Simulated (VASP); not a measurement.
Band structure of Se (relaxed from the layer:graphite structure). Computed with r2SCAN meta-GGA, VASP's PBE PAW potentials (set 64) (plane waves; VASP).

The cell holds a wide vacuum, so values per volume refer to the whole cell.

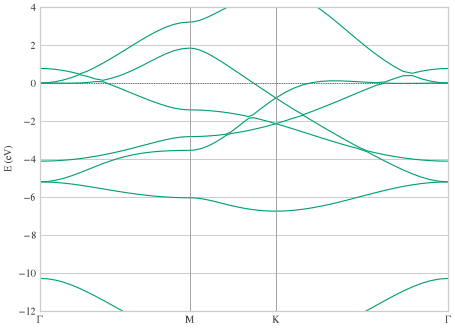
Figure: Bands along high-symmetry lines, zero at the valence-band maximum or, without a gap, the Fermi level

Q: Read the plot: is there a gap, and where are the band edges?

A: It has no gap at this level: it comes out as a metal or semimetal.

The cell is a sheet with vacuum, built from a generated structure.
